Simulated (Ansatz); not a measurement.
Input

```
crystal:
  periodic: [false, false, false]
  atoms:
    - { symbol: O, position_ang: [-0.4809, 0.4787, 2.0674] }
    - { symbol: C, position_ang: [-0.2294, 0.2465, 0.9124] }
    - { symbol: C, position_ang: [0.6088, 0.9226, 0.0261] }
    - { symbol: Si, position_ang: [-0.599, -1.0057, -0.1497] }
    - { symbol: H, position_ang: [1.5932, 0.4425, -0.2035] }
    - { symbol: H, position_ang: [0.2004, 1.4677, -0.7973] }
    - { symbol: H, position_ang: [-1.428, -0.648, -1.3547] }
    - { symbol: H, position_ang: [0.427, -1.9615, -0.5565] }
basis:
  gaussian: { orbitals: def2-SVP }
hamiltonian:
  xc: b3lyp
  dispersion: d4
relax:
  f_tol: 0.02
  max_steps: 50
output:
  orbitals: {}
```

Command:

```sh
ansatz run input.yaml --threads 1 --pin off --max-ram 2048MiB --backend cpu --events-out ev --progress --plain --runs-dir out
```

The fields are those of the relaxed geometry.

Theory: RKS B3LYP-D4/def2-SVP in Ansatz.

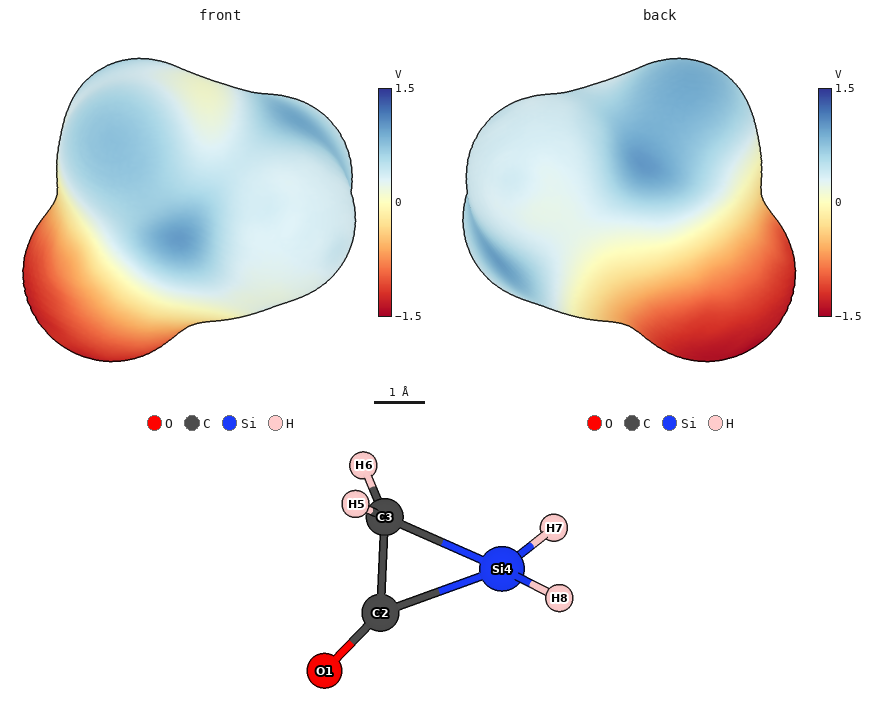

C$_{2}$H$_{4}$OSi. The molecular electrostatic potential painted on the density surface at 0.001 e/bohr³, seen from the front and from behind; the colour scale runs from red (negative) to blue (positive). The bare structure is drawn below in the same view.

Which sites attract a positive test charge, and which a negative one?

A positive charge is drawn to the negative regions and a negative charge to the positive ones. The most negative region (about −1.4 V) lies over O1, the most positive (about +1.0 V) over C2, C3 and Si4. O1 is the likeliest acceptor of a hydrogen bond.
